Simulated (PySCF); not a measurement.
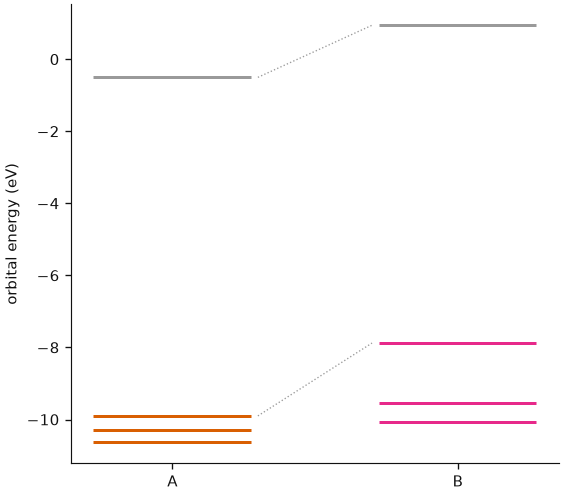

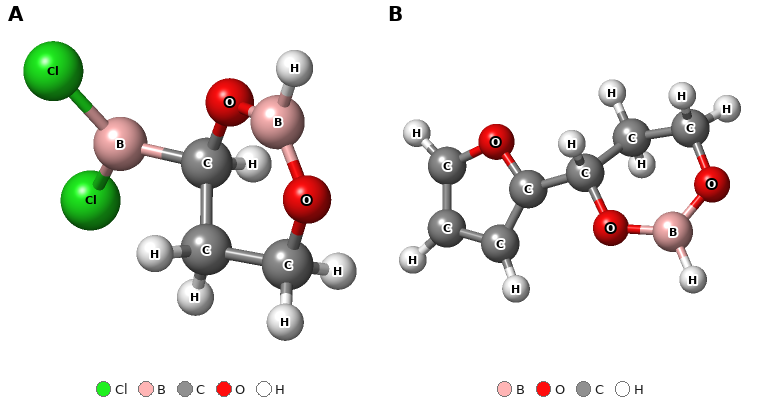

Related molecules: A is C₃H₆B₂Cl₂O₂, SMILES ClB(Cl)[C@@H]1CCOBO1; B is C₇H₉BO₃, SMILES B1OCC[C@@H](c2ccco2)O1. Frontier orbital energies, CAM-B3LYP/def2-SVPD in PySCF, at a PBE0-D3(BJ)/def2-SVP geometry (no frequency check); drawn are at most three filled levels and, in grey, the LUMO with any level within 0.03 eV of it; dotted lines join the HOMOs and the LUMOs.

Question: What does the change do to the frontier levels?

Answer: From A to B the HOMO rises by 2.02 eV and the LUMO rises by 1.45 eV, so the separation goes from 9.40 to 8.82 eV.

Limits of at least one run: empty levels above zero depend strongly on the basis; one conformer of a flexible molecule.
